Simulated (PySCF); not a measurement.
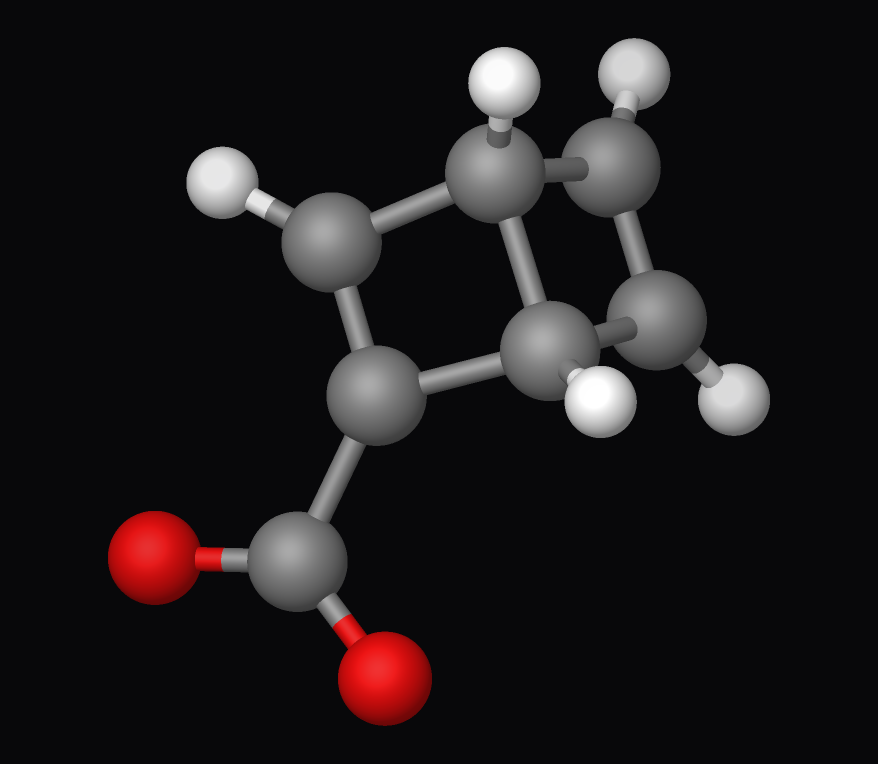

Every bond is drawn as one stick, whatever its order. Colours: oxygen red, carbon grey, hydrogen white.

The species has charge −1 and is a spin singlet. The geometry was computed by an optimisation with GFN2-xTB. No frequency run is at hand to confirm it as a minimum.

Give the formula.

C7H5O2(-), 14 atoms: 7 carbon, 5 hydrogen and 2 oxygen.

Count the bonded pairs by element.

8 C–C, 5 C–H, 2 C–O.

Name some functional groups or characteristic bonds that it holds.

Among them: alkene.

Describe its rings.

Independent rings (smallest set): 2 of 4 members.

More results for the same structure follow; atom numbers are the same in all pictures, views and colours differ.

Shape

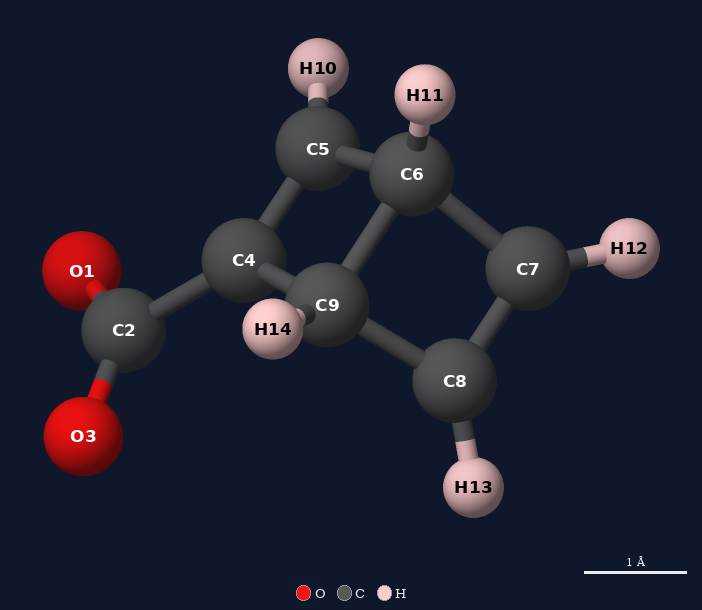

Numbered structure. No frequency run is at hand to confirm it as a minimum.

List the bonds and their lengths.

| bond | length (Å) | order |
| --- | --- | --- |
| O1–C2 | 1.240 | delocalised |
| C2–O3 | 1.239 | delocalised |
| C2–C4 | 1.539 | single |
| C4–C5 | 1.335 | double |
| C4–C9 | 1.533 | single |
| C5–C6 | 1.516 | single |
| C5–H10 | 1.075 | single |
| C6–C7 | 1.508 | single |
| C6–C9 | 1.554 | single |
| C6–H11 | 1.088 | single |
| C7–C8 | 1.334 | double |
| C7–H12 | 1.078 | single |
| C8–C9 | 1.501 | single |
| C8–H13 | 1.076 | single |
| C9–H14 | 1.084 | single |

Electronic properties

No frequency run is at hand to confirm it as a minimum. Method: PBE0/def2-SVPD, gas phase (PySCF 2.14.0).

What is the mean static polarisability?

89.7 bohr³.

Give the HOMO energy (Kohn–Sham orbital) at this level.

−1.73 eV.

NMR shielding

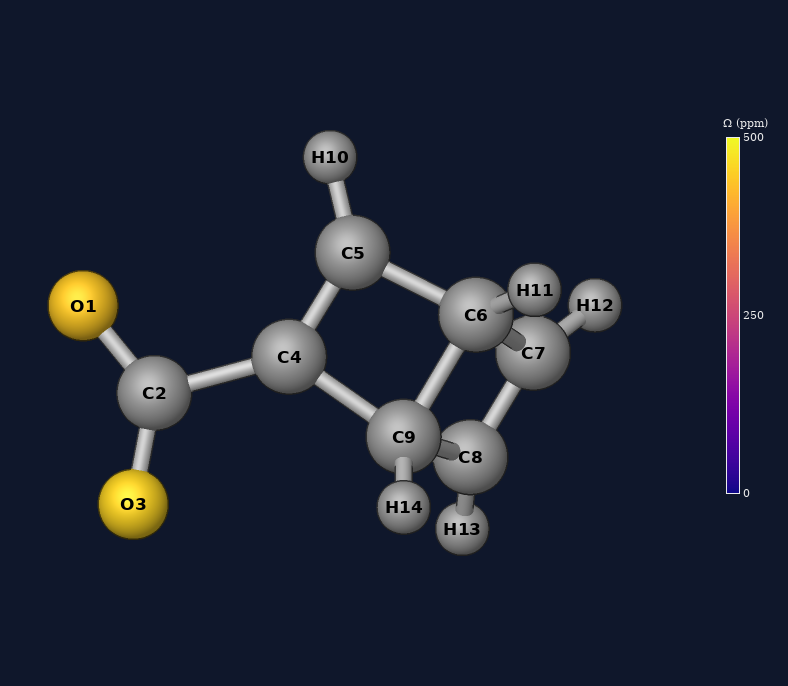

The O atoms are coloured by the span of their shielding tensor. No frequency run is at hand to confirm it as a minimum. Level of theory: GIAO PBE0/pcSseg-1 NMR shielding, non-relativistic, gas phase (PySCF 2.14.0). Principal shieldings σ11 ≤ σ22 ≤ σ33, span Ω = σ33 − σ11, skew κ = 3(σiso − σ22)/Ω.

Give the shielding tensors of the O atoms.

```
atom     σ11    σ22    σ33  σiso      Ω     κ
  O1  −186.8  −60.8  255.3   2.6  442.1  0.43
  O3  −196.8  −71.4  258.9  −3.1  455.7  0.45
```

Shieldings and span in ppm.

Charges

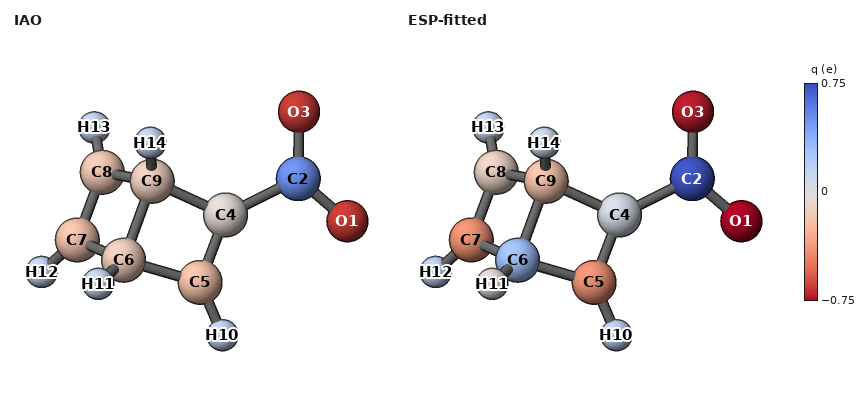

Atomic charges of one calculation by 2 schemes, on one colour scale. No frequency run is at hand to confirm it as a minimum. Method: PBE0/pcSseg-1 (PySCF 2.14.0).

Which scheme gives the most polar picture (largest mean size of the charges)?

The ESP-fitted charges are the largest in size here.

On which atom do the schemes disagree most?

On C6 (from −0.13 to 0.27 e).

List the charges (e), one line for each set of equivalent atoms.

```json
{"atom": "O1", "IAO": "−0.65", "ESP-fitted": "−0.75"}
{"atom": "C2", "IAO": "0.49", "ESP-fitted": "0.71"}
{"atom": "O3", "IAO": "−0.65", "ESP-fitted": "−0.71"}
{"atom": "C4", "IAO": "−0.04", "ESP-fitted": "0.05"}
{"atom": "C5", "IAO": "−0.20", "ESP-fitted": "−0.39"}
{"atom": "C6", "IAO": "−0.13", "ESP-fitted": "0.27"}
{"atom": "C7", "IAO": "−0.19", "ESP-fitted": "−0.39"}
{"atom": "C8", "IAO": "−0.16", "ESP-fitted": "−0.10"}
{"atom": "C9", "IAO": "−0.12", "ESP-fitted": "−0.20"}
{"atom": "H10", "IAO": "0.13", "ESP-fitted": "0.16"}
{"atom": "H11", "IAO": "0.12", "ESP-fitted": "−0.03"}
{"atom": "H12", "IAO": "0.12", "ESP-fitted": "0.16"}
{"atom": "H13", "IAO": "0.13", "ESP-fitted": "0.13"}
{"atom": "H14", "IAO": "0.14", "ESP-fitted": "0.08"}
```
